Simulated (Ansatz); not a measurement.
System: OSSe.

```json
{"atom": "O", "x (Å)": "-0.7790", "y (Å)": "1.2519", "z (Å)": "-0.8599"}
{"atom": "S", "x (Å)": "-0.0871", "y (Å)": "0.0687", "z (Å)": "-0.2729"}
{"atom": "Se", "x (Å)": "0.3027", "y (Å)": "0.1002", "z (Å)": "1.7642"}
```

Geometry: r2SCAN-D4/def2-SVP.

Computed with isolated molecule in a Gaussian basis; Kohn-Sham density functional theory, functional PBE0 (Ansatz 0.2.0).

Q: What can the converged electron density and electron localisation function tell about the bonding?

A: S–O (1.49 Å): the density is about 2.1 e/Å³ at the midpoint; the ELF peaks at about 0.80 between the atoms: a polar covalent bond.
Se–S (2.07 Å): ρ at the midpoint is about 1 e/Å³; the ELF peaks at about 0.85 between the atoms; a covalent bond.

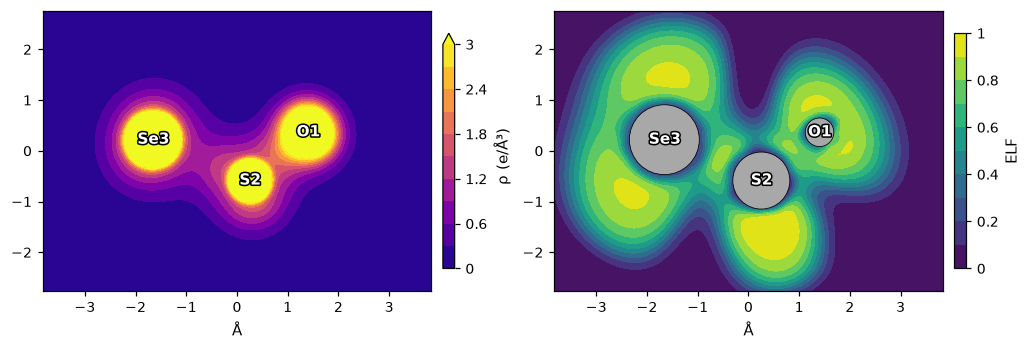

Computed electron density and electron localisation function on the molecular plane, in this order. Grey discs cover the atomic cores in the ELF map. 
